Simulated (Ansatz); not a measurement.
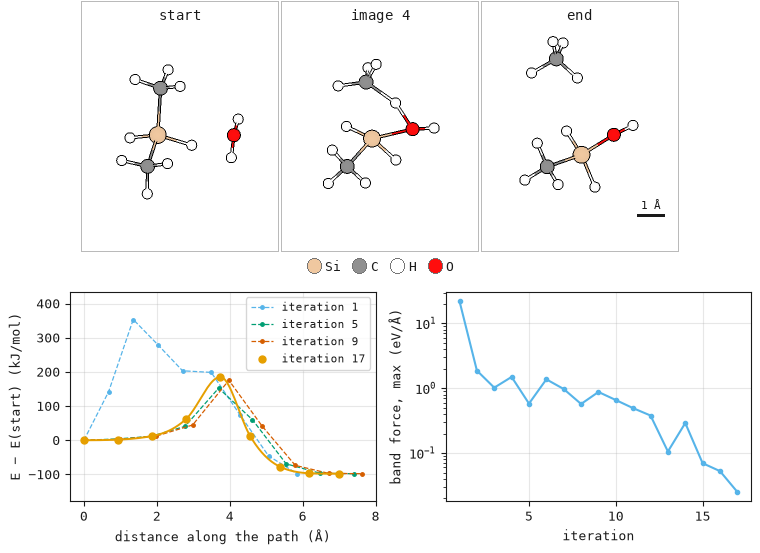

NEB run on C2H10OSi, made up at the start of C₂H₈Si and H2O. Images are numbered from 0 (start) to 8 (end). The plot follows the band through its iterations. Style: ball-and-stick. Shown at a tilt.

Theory: RKS r2SCAN-D4/6-31G* in Ansatz 0.2.0. Set-up: 7 movable images; climbing image; force threshold 0.05 eV/Å; iteration limit 60; starting path through a guess of the saddle point.

Did the band converge, and can the barrier be trusted?

Answer. The result is final at these settings. The band converged in 17 iterations. The largest component of the band force went from 22 to 0.025 eV/Å. The climbing image converged on the top of the path. Its vibrational analysis gives one imaginary mode (1252i cm⁻¹), as a transition state must have. The first iteration put the highest image at 353.3 kJ/mol. The energy climbs by 185.3 kJ/mol to image 4 and then falls by 283.2 kJ/mol, so the end point sits at −97.8 kJ/mol.

Limits of the set-up: the start holds two separate molecules, 2.6 Å apart at their closest, whose relative position is a soft coordinate.

Cost: 6.7 min on 2 threads of Intel(R) Xeon(R) Platinum 8259CL CPU @ 2.50GHz (Skylake/Cascade Lake), on a shared host, peak memory 0.19 GiB.
